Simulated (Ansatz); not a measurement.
**SiNH4Cl3: nudged elastic band**

- system: SiNH4Cl3
- method: RKS PBE0-D4/def2-SVP (Ansatz 0.2.0)

Figures and captions count atoms from 1; the log counts them from 0 in places.

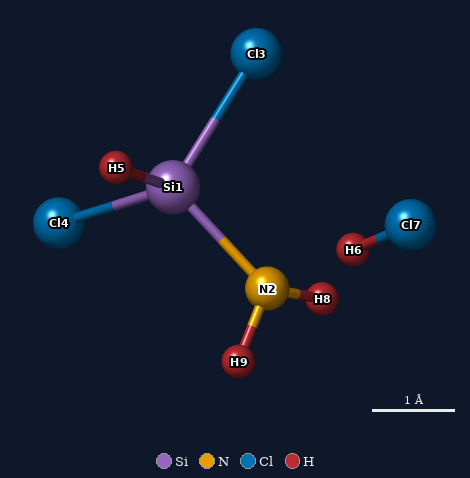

Figure 1. The starting structure (ball-and-stick view, seen at a tilt; atoms are numbered from 1 in the order of the input). Bond lengths as drawn: Cl–H 1.31 Å, Cl–Si 2.03 to 2.05 Å, H–N 1.01 Å, H–Si 1.47 Å and N–Si 1.72 Å.

Results in brief:

```json
{"quantity": "outcome", "value": "converged"}
{"quantity": "barrier, forward", "value": "0.396 eV"}
{"quantity": "barrier, backward", "value": "0.811 eV"}
{"quantity": "dipole moment (one image of the band)", "value": "5.07 D"}
{"quantity": "hardware", "value": "8 threads of Arm Neoverse V1, 23 GiB of memory available, shared host"}
{"quantity": "wall time", "value": "2.4 min (CPU time 16 min)"}
{"quantity": "peak memory", "value": "0.51 GiB"}
```

Input:
```yaml
crystal:
  periodic: [false, false, false]
  atoms:
    - {symbol: Si, position_ang: [-0.852863, -0.663663, 0.218720]}
    - {symbol: N, position_ang: [0.749658, -0.049397, 0.334385]}
    - {symbol: Cl, position_ang: [-1.101313, -1.270145, -1.703399]}
    - {symbol: Cl, position_ang: [-1.205278, -2.251420, 1.459446]}
    - {symbol: H, position_ang: [-1.807099, 0.398163, 0.570647]}
    - {symbol: H, position_ang: [0.822952, 1.518912, -0.692082]}
    - {symbol: Cl, position_ang: [0.868887, 2.645111, -1.364713]}
    - {symbol: H, position_ang: [1.484701, -0.618891, -0.065330]}
    - {symbol: H, position_ang: [1.040356, 0.291231, 1.242427]}
basis:
  gaussian: {orbitals: def2-SVP}
hamiltonian: {xc: pbe0, dispersion: d4}
neb:
  images: 7
  climbing: true
  max_iterations: 60
  initial_path: idpp
  f_tol: 0.02
  final_atoms:
    - {symbol: Si, position_ang: [-0.921465, 0.064419, -0.104503]}
    - {symbol: N, position_ang: [1.109978, -0.077609, 0.125894]}
    - {symbol: Cl, position_ang: [-0.590647, -1.007810, -1.878929]}
    - {symbol: Cl, position_ang: [-0.996317, -0.976019, 1.717479]}
    - {symbol: H, position_ang: [-2.386039, 0.166816, -0.270603]}
    - {symbol: H, position_ang: [1.579075, 0.367221, -0.657258]}
    - {symbol: Cl, position_ang: [-0.574588, 2.134908, -0.083670]}
    - {symbol: H, position_ang: [1.386305, -1.053980, 0.165824]}
    - {symbol: H, position_ang: [1.393700, 0.381954, 0.985868]}
```

Launch command:
```bash
ansatz run in.yaml --threads 8 --pin off --events-out ev --progress --plain --max-ram 19148MiB
```

The program's output:
```
Functional definition: PBE0
  name "PBE0"
  cite "Adamo & Barone, J. Chem. Phys. 110, 6158 (1999) doi:10.1063/1.478522"
  cite "Perdew, Burke & Ernzerhof, Phys. Rev. Lett. 77, 3865 (1996) doi:10.1103/PhysRevLett.77.3865"
  parent pbe
  parameter a = 0.25
  parameter kappa = 0.804
  parameter beta = 0.06672455060314922
  exchange = (1 - a)*pbe_x(kappa = kappa, mu = beta*pi^2/3) + a*exact_x
  correlation = pbe_c(beta = beta)
1064 factors; integrals over basis functions are off by at most 3.8e-4 eV
mean field evaluation 1: about -46967.7058 eV, gradient 4.6e1 eV
mean field evaluation 2: about -46963.7259 eV, gradient 6.1e1 eV
mean field evaluation 4: about -46971.8433 eV, gradient 1.7e0 eV
mean field evaluation 8: about -46971.8614 eV, gradient 8.9e-2 eV
mean field evaluation 16: about -46971.8614 eV, gradient 3.2e-5 eV
mean field -46971.86143189 eV, -1726.1840689506 hartree, gradient 3.2e-5 eV, S^2 0.000000; 0 other end points of the search recorded, 0 dependent functions left out
the calculation of the forces begins
reference -46971.86145591 eV, -1726.1840698336 hartree; 38, 38 occupied and 68, 68 virtual orbitals, 1064 factors
1064 factors; integrals over basis functions are off by at most 9.9e-4 eV
mean field -46972.23791258 eV, -1726.1979043609 hartree, gradient 8.6e-6 eV, S^2 0.000000; 0 other end points of the search recorded, 0 dependent functions left out
[... from here on the field's lines of each further geometry are left out, up to the last ...]
WARN: NEB end point (image 0): max|allowed force component| = 3.108e-1 eV/Å (the criterion of neb.relax_end_points is 1.000e-2). That is over neb.f_tol: it is no minimum, so the barrier can be far off. Relax it first
WARN: NEB end point (image 8): max|allowed force component| = 2.802e-1 eV/Å (the criterion of neb.relax_end_points is 1.000e-2). That is over neb.f_tol: it is no minimum, so the barrier can be far off. Relax it first
NEB iter   1: max|band force component| = 3.633e0 eV/Å  barrier→ = 2.0214 eV  barrier← = 2.4362 eV  Δτ_max = 0.2000 Å  (231 SCF iters)
NEB iter   2: max|band force component| = 1.907e0 eV/Å  barrier→ = 0.9210 eV  barrier← = 1.3359 eV  Δτ_max = 0.2000 Å  (195 SCF iters)
NEB iter   3: max|band force component| = 5.375e0 eV/Å  barrier→ = 0.7863 eV  barrier← = 1.2012 eV  Δτ_max = 0.1003 Å  (197 SCF iters)
NEB iter   4: max|band force component| = 1.031e0 eV/Å  barrier→ = 0.6274 eV  barrier← = 1.0423 eV  Δτ_max = 0.1889 Å  (191 SCF iters)
NEB iter   5: max|band force component| = 7.197e-1 eV/Å  barrier→ = 0.5172 eV  barrier← = 0.9321 eV  Δτ_max = 0.2000 Å  (190 SCF iters)
NEB iter   6: max|band force component| = 8.274e-1 eV/Å  barrier→ = 0.4068 eV  barrier← = 0.8217 eV  Δτ_max = 0.1003 Å  (192 SCF iters)
NEB iter   7: max|band force component| = 6.451e-1 eV/Å  barrier→ = 0.4352 eV  barrier← = 0.8501 eV  Δτ_max = 0.1003 Å  (190 SCF iters)
NEB iter   8: max|band force component| = 3.998e-1 eV/Å  barrier→ = 0.4504 eV  barrier← = 0.8652 eV  CI = image 3  Δτ_max = 0.1332 Å  (189 SCF iters)
NEB iter   9: max|band force component| = 2.195e-1 eV/Å  barrier→ = 0.4168 eV  barrier← = 0.8317 eV  CI = image 3  Δτ_max = 0.1948 Å  (188 SCF iters)
NEB iter  10: max|band force component| = 3.832e-1 eV/Å  barrier→ = 0.4006 eV  barrier← = 0.8155 eV  CI = image 3  Δτ_max = 0.0676 Å  (190 SCF iters)
NEB iter  11: max|band force component| = 4.522e-1 eV/Å  barrier→ = 0.4060 eV  barrier← = 0.8209 eV  CI = image 3  Δτ_max = 0.0595 Å  (184 SCF iters)
NEB iter  12: max|band force component| = 1.388e-1 eV/Å  barrier→ = 0.3979 eV  barrier← = 0.8127 eV  CI = image 3  Δτ_max = 0.0302 Å  (188 SCF iters)
NEB iter  13: max|band force component| = 5.189e-2 eV/Å  barrier→ = 0.3969 eV  barrier← = 0.8117 eV  CI = image 3  Δτ_max = 0.0121 Å  (182 SCF iters)
NEB iter  14: max|band force component| = 2.984e-2 eV/Å  barrier→ = 0.3964 eV  barrier← = 0.8113 eV  CI = image 3  Δτ_max = 0.0135 Å  (153 SCF iters)
NEB iter  15: max|band force component| = 2.145e-2 eV/Å  barrier→ = 0.3960 eV  barrier← = 0.8109 eV  CI = image 3  Δτ_max = 0.0143 Å  (160 SCF iters)
the calculation of the forces begins
reference -46971.45814589 eV, -1726.1692484635 hartree; 38, 38 occupied and 68, 68 virtual orbitals, 1067 factors
these checks for a lower state are left out or cut short: stability, starts, cluster_reference, orbital_swaps, neighbouring_geometries, increment
1066 factors; integrals over basis functions are off by at most 1.1e-3 eV
mean field -46971.62934465 eV, -1726.1755399019 hartree, gradient 2.8e-6 eV, S^2 0.000000; 0 other end points of the search recorded, 0 dependent functions left out
the calculation of the forces begins
reference -46971.62936688 eV, -1726.1755407191 hartree; 38, 38 occupied and 68, 68 virtual orbitals, 1066 factors
NEB iter  16: max|band force component| = 1.627e-2 eV/Å  barrier→ = 0.3958 eV  barrier← = 0.8107 eV  CI = image 3  CI's point: of a kind that is not told: the force calls were inconclusive, a negative curvature could not be distinguished from the path's own, the only one lies far off the path, or fixed occupations may fill a level only in part  Δτ_max = 0.0000 Å  (1011 SCF iters)
```

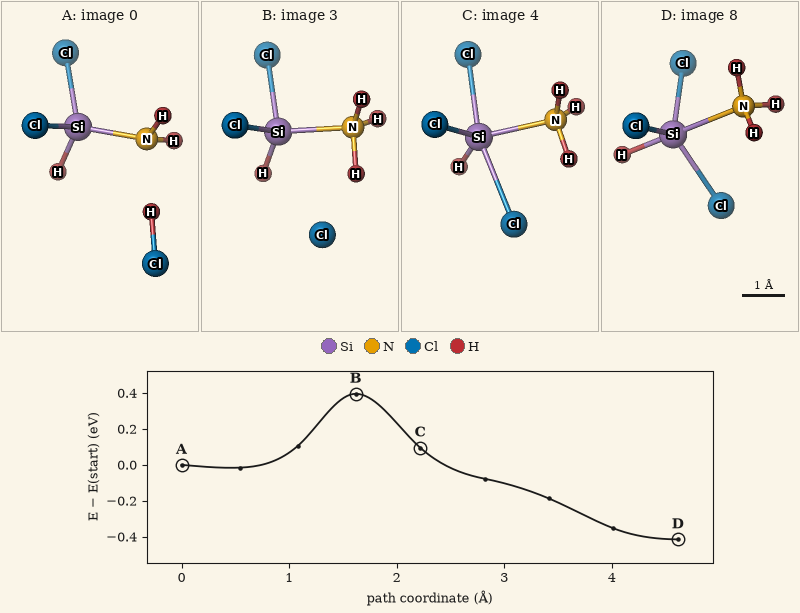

Figure 2. Images of the last band (counted from 0; ball-and-stick, seen at a tilt) above the energy along the path; the line is a cubic interpolation that uses the forces. The highest image is number 3, 0.396 eV above the start and 0.811 eV above the end (the climbing image); the end lies 0.415 eV below the start. The path is 4.61 Å long. The band converged in 16 iterations. The end points carry forces over 0.1 eV/Å, so they aren't fully relaxed minima and the barriers are approximate.

```
Total energy: -46971.69212305 eV, -1726.1778469656 hartree
Atom 0 at    -0.858625    -0.232933     0.024351 Å, force     0.000407    -0.002158     0.002156 eV/Å
Atom 1 at     0.951326    -0.063580     0.309503 Å, force    -0.002889     0.012512     0.014946 eV/Å
Atom 2 at    -1.120563    -1.040363    -1.824251 Å, force     0.002512     0.002784     0.002425 eV/Å
Atom 3 at    -1.290165    -1.771161     1.361034 Å, force     0.000701     0.000559     0.003089 eV/Å
Atom 4 at    -1.669893     0.899714     0.476548 Å, force    -0.001769    -0.000033    -0.006677 eV/Å
Atom 5 at     1.048178     0.912380    -0.325178 Å, force     0.002484    -0.005578    -0.005938 eV/Å
Atom 6 at     0.244916     2.072807    -1.245947 Å, force    -0.000016    -0.002601     0.001431 eV/Å
Atom 7 at     1.489386    -0.847694    -0.066884 Å, force    -0.001215     0.003576    -0.012322 eV/Å
Atom 8 at     1.205440     0.070729     1.290926 Å, force    -0.000213    -0.009060     0.000891 eV/Å
Dipole moment:     0.468041    -0.652072     0.684155 e Å
```

The last band as extended XYZ (Å, eV, eV/Å):
```
9
Properties=species:S:1:pos:R:3:forces:R:3 image=0 energy=-46972.08790
Si   -0.8529   -0.6637    0.2187   -0.2579   0.1682   0.0324
N     0.7497   -0.0494    0.3344    0.0533   0.1422  -0.0969
Cl   -1.1013   -1.2701   -1.7034   -0.0170  -0.1089  -0.3108
Cl   -1.2053   -2.2514    1.4594   -0.0258  -0.2570   0.1909
H    -1.8071    0.3982    0.5706   -0.0789   0.1080   0.0410
H     0.8230    1.5189   -0.6921    0.0334  -0.0759   0.0522
Cl    0.8689    2.6451   -1.3647   -0.0283   0.0561  -0.0375
H     1.4847   -0.6189   -0.0653    0.2230  -0.1498  -0.1157
H     1.0404    0.2912    1.2424    0.0981   0.1169   0.2444
9
Properties=species:S:1:pos:R:3:forces:R:3 image=1 energy=-46972.10317
Si   -0.8355   -0.5585    0.1800   -0.0026  -0.0043   0.0024
N     0.8388   -0.1286    0.3484   -0.0012  -0.0043   0.0008
Cl   -1.0510   -1.2164   -1.7443   -0.0024  -0.0051   0.0028
Cl   -1.3938   -2.0722    1.4625   -0.0023  -0.0051   0.0031
H    -1.6829    0.6162    0.4624   -0.0016  -0.0063   0.0023
H     0.8643    1.4342   -0.6345   -0.0005   0.0052  -0.0062
Cl    0.5968    2.5435   -1.2975    0.0144   0.0149  -0.0023
H     1.5137   -0.7777   -0.0518   -0.0003   0.0030  -0.0016
H     1.1496    0.1595    1.2748   -0.0033   0.0023  -0.0012
9
Properties=species:S:1:pos:R:3:forces:R:3 image=2 energy=-46971.98281
Si   -0.8244   -0.4055    0.1266    0.0425  -0.1537   0.1143
N     0.8978   -0.1203    0.3513   -0.0715  -0.0979   0.0457
Cl   -1.0653   -1.0669   -1.7907    0.0136  -0.0026   0.0516
Cl   -1.3875   -1.9057    1.4176   -0.1360  -0.1102   0.0727
H    -1.6212    0.7959    0.4433    0.0749  -0.0671  -0.0210
H     0.9095    1.2195   -0.5277   -0.1240   0.3008  -0.2242
Cl    0.3941    2.2365   -1.2828    0.1989   0.1700  -0.0447
H     1.5092   -0.8323   -0.0459   -0.0014  -0.0193   0.0026
H     1.1879    0.0787    1.3083    0.0031  -0.0202   0.0028
9
Properties=species:S:1:pos:R:3:forces:R:3 image=3 energy=-46971.69210
Si   -0.8586   -0.2329    0.0244    0.0004  -0.0022   0.0022
N     0.9513   -0.0636    0.3095   -0.0029   0.0125   0.0149
Cl   -1.1206   -1.0404   -1.8243    0.0025   0.0028   0.0024
Cl   -1.2902   -1.7712    1.3610    0.0007   0.0006   0.0031
H    -1.6699    0.8997    0.4765   -0.0018   0.0000  -0.0067
H     1.0482    0.9124   -0.3252    0.0025  -0.0056  -0.0059
Cl    0.2449    2.0728   -1.2459    0.0000  -0.0026   0.0014
H     1.4894   -0.8477   -0.0669   -0.0012   0.0036  -0.0123
H     1.2054    0.0707    1.2909   -0.0002  -0.0091   0.0009
9
Properties=species:S:1:pos:R:3:forces:R:3 image=4 energy=-46971.99159
Si   -0.8453    0.0157   -0.0962    0.0167   0.2529  -0.1359
N     1.0233   -0.0770    0.2957    0.0757   0.0076   0.0149
Cl   -1.2043   -0.9968   -1.8482   -0.0218  -0.0070  -0.0399
Cl   -1.1834   -1.6304    1.2726    0.1290   0.1550  -0.1024
H    -1.7697    0.9314    0.5835   -0.1506  -0.0002   0.0559
H     1.3358    0.7707   -0.2225    0.3089  -0.1332   0.1196
Cl   -0.0319    1.9361   -1.2024   -0.3284  -0.1587   0.0139
H     1.4460   -0.9305   -0.0777   -0.0243  -0.0594   0.0373
H     1.2296   -0.0193    1.2952   -0.0053  -0.0570   0.0365
9
Properties=species:S:1:pos:R:3:forces:R:3 image=5 energy=-46972.16478
Si   -0.8595    0.1594   -0.0960   -0.0111   0.0200   0.0031
N     1.0692   -0.1286    0.2154    0.0131  -0.0071  -0.0073
Cl   -1.1931   -0.8968   -1.8406    0.0191   0.0030   0.0033
Cl   -1.0493   -1.4836    1.3373    0.0282   0.0432   0.0109
H    -1.9978    0.8670    0.5286   -0.0654  -0.0287  -0.0246
H     1.5993    0.5766   -0.3059    0.0551  -0.0357  -0.0195
Cl   -0.1626    2.0516   -0.9706   -0.0213   0.0284   0.0376
H     1.3128   -1.0771   -0.0825   -0.0212  -0.0237   0.0077
H     1.2810   -0.0686    1.2146    0.0036   0.0005  -0.0111
9
Properties=species:S:1:pos:R:3:forces:R:3 image=6 energy=-46972.27488
Si   -0.8849    0.2100   -0.0443   -0.0192   0.0152   0.0148
N     1.0883   -0.2051    0.1187    0.0158  -0.0138  -0.0235
Cl   -1.1312   -0.8205   -1.8270    0.0522   0.0020   0.0028
Cl   -1.0117   -1.2973    1.5018    0.0158   0.0863   0.0728
H    -2.1843    0.7928    0.3653   -0.0947  -0.0478  -0.0962
H     1.6366    0.4404   -0.4551    0.0131  -0.0504  -0.0587
Cl   -0.1419    2.1638   -0.6054    0.0005   0.0343   0.1343
H     1.2596   -1.1760   -0.1512   -0.0072  -0.0287  -0.0105
H     1.3695   -0.1082    1.0974    0.0238   0.0029  -0.0358
9
Properties=species:S:1:pos:R:3:forces:R:3 image=7 energy=-46972.44078
Si   -0.9098    0.2447   -0.0058   -0.0166   0.0086   0.0109
N     1.0910   -0.2725    0.0311    0.0074  -0.0166  -0.0227
Cl   -1.0664   -0.7574   -1.8339    0.0474  -0.0004  -0.0042
Cl   -0.9862   -1.0780    1.6649    0.0099   0.0985   0.0694
H    -2.3005    0.7258    0.1885   -0.0596  -0.0470  -0.0967
H     1.6292    0.3150   -0.6088   -0.0033  -0.0441  -0.0580
Cl   -0.1171    2.2138   -0.2046   -0.0038   0.0142   0.1483
H     1.2126   -1.2575   -0.2108   -0.0054  -0.0231  -0.0093
H     1.4473   -0.1340    0.9793    0.0241   0.0099  -0.0376
9
Properties=species:S:1:pos:R:3:forces:R:3 image=8 energy=-46972.50276
Si   -0.8890    0.2701    0.0287   -0.2486   0.0754   0.0080
N     1.0709   -0.3254   -0.0345   -0.1621   0.0493   0.0053
Cl   -1.0124   -0.6327   -1.8627    0.0428  -0.1307  -0.2387
Cl   -0.9884   -0.9366    1.7438    0.0458  -0.1688   0.2128
H    -2.3020    0.6995    0.0743   -0.1804   0.0548   0.0058
H     1.5359    0.0983   -0.8317    0.1505   0.1066  -0.2157
Cl   -0.0847    2.2030    0.1862    0.1591   0.2243   0.0178
H     1.1229   -1.3360   -0.1199    0.0394  -0.2802  -0.0238
H     1.5468   -0.0403    0.8160    0.1536   0.0692   0.2285
```
